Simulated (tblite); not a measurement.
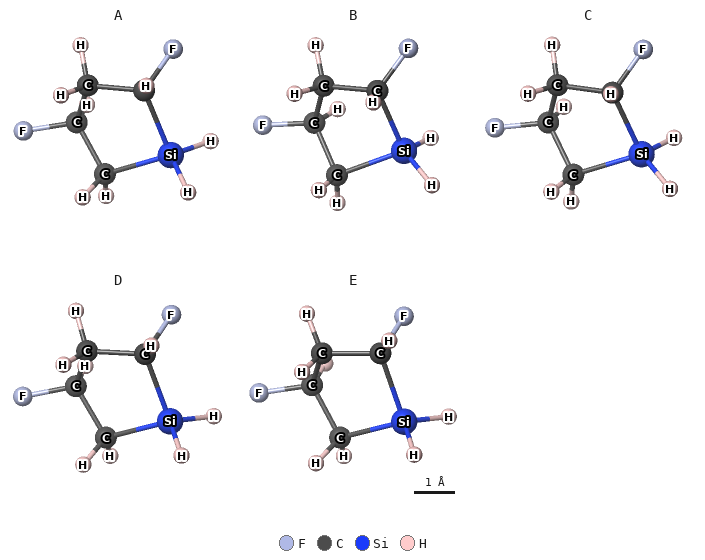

5 geometries from one relaxation of C4H8F2Si, in shuffled order. Style: ball-and-stick. Shown at a tilt.

All numbers below come from GFN2-xTB geometry optimisation, gas phase (tblite 0.8.0). 

### Put them in the order of the run, from the start to the converged end.

B, C, A, D, E. They are steps 0, 20, 35, 44, 72, at +0.546 eV, +0.108 eV, +0.058 eV, +0.031 eV relative to the last. The largest moves after the best rigid fit, 0.81 Å, are those of F and H atoms. By element the largest moves are H 0.81 Å, F 0.81 Å, C 0.25 Å, Si 0.25 Å. Near-neighbour distances that change, for instance: C–Si 1.883 → 1.930 Å, C–C 1.486 → 1.527 Å, C–F 1.354 → 1.394 Å, C–H 1.133 → 1.096 Å. Bond angles that change, for instance: Si–C–H 104.2° → 117.3°, C–C–Si 96.5° → 104.8°, H–C–H 114.3° → 106.9°. Groups turn about C–Si by about 40°, C–C by about 35°, C–Si by about 25°. After 72 geometry steps the energy has fallen by 0.546 eV. Cost: 0.44 s on 1 thread of Arm Neoverse V1, with other jobs on the host.
